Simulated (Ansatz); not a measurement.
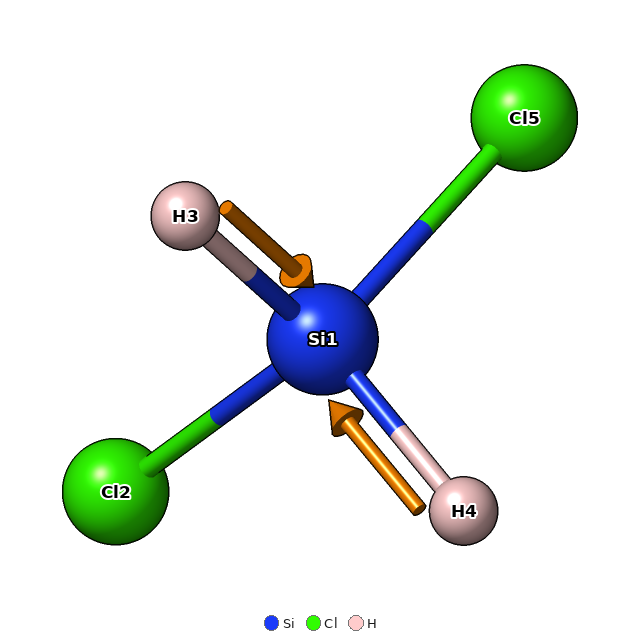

The arrows show one normal mode. Harmonic vibrations computed with RKS PBE0-D4/def2-TZVP (Ansatz 0.2.0) at a stationary point of the same level.

> What kind of motion is it?

Mostly in-phase stretching of 2 Si–H bonds.

> Estimate its harmonic wavenumber.

2272 cm⁻¹; it is mode 8 of 9 counted from the lowest.
